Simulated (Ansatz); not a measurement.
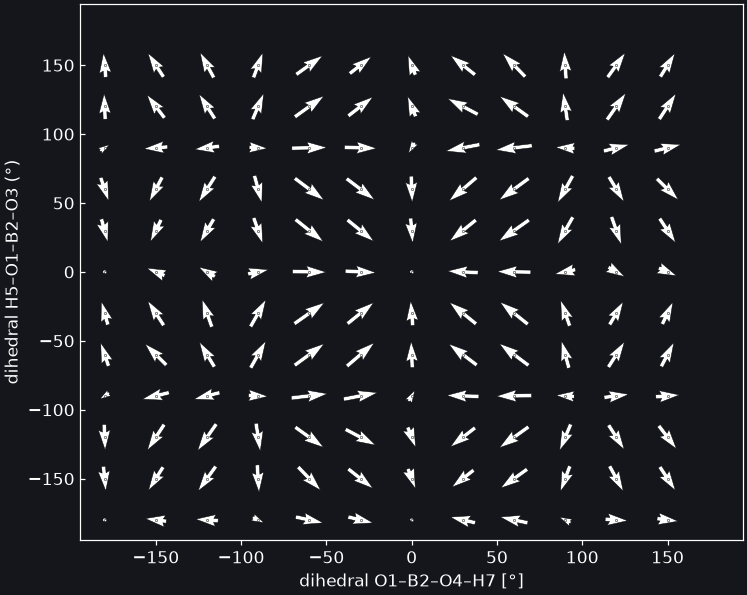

BH3O3, SMILES OB(O)O. First axis: dihedral O1–B2–O4–H7. Second axis: dihedral H5–O1–B2–O3. Nothing is relaxed (all other coordinates rigid). The grid has 12 × 12 points; 125 points were computed and 19 follow by symmetry. Points are written as (first, second). Theory: RKS PBE0-D4/def2-TZVP in Ansatz 0.2.0.

Drawn: dots at the grid points, arrows along the force (downhill), their lengths compressed.

> The arrows alone are given. Where are the wells?

The arrows converge at (0°, 0°); (0°, −180°) (14 kJ/mol up); (−180°, −180°) (24 kJ/mol up); (−180°, 0°) (29 kJ/mol up) (read from the interpolated surface).

The energy map of the same scan:

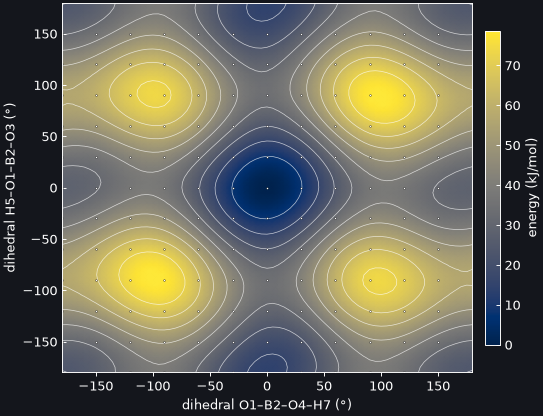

Energies are in kJ/mol, from the lowest grid point; between grid points the surface is interpolated.
